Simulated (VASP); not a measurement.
Here is the system:

```xyz
2
Lattice="0.0000 3.1272 3.1272 3.1272 0.0000 3.1272 3.1272 3.1272 0.0000" Properties=species:S:1:pos:R:3 pbc="T T T"
K      0.0000     0.0000     0.0000
Cl     3.1272     3.1272     3.1272
```

These are optB86b-vdW, VASP's PBE PAW potentials (set 64) (plane waves; VASP) values and carry that method's errors. Settings: 520 eV cut-off, 8×8×8 Γ-centred mesh, tetrahedra with Blöchl corrections, potentials K_sv Cl.

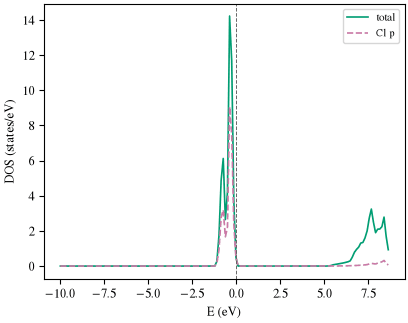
Fig. 1. Total and projected density of states, zero at the valence-band maximum

Within 2 eV below the valence-band maximum the largest weight inside VASP's projection spheres is Cl p.

The gap is direct, 5.18 eV, from the valence maximum at Γ to the conduction minimum at Γ.

The compound is KCl in the rock salt structure. It was relaxed first.
